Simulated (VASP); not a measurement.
Band structure of FeAl (space group Pm-3m). These are PBE GGA, VASP's PBE PAW potentials (set 64) (plane waves; VASP) values and carry that method's errors.

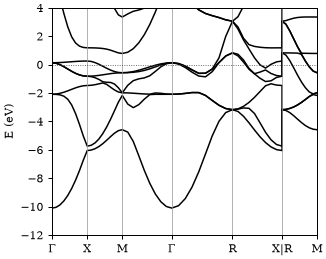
Figure: Bands along high-symmetry lines, zero at the valence-band maximum or, without a gap, the Fermi level

Q: Read the plot: is there a gap, and where are the band edges?

A: It has no gap at this level: it comes out as a metal or semimetal.

The structure is a typed FeAl crystal (Pm-3m). The cell was not relaxed at this level. The run is not spin-polarised, so no magnetic state was tried. The electron count is odd and the run is not spin-polarised, which forces a metal.
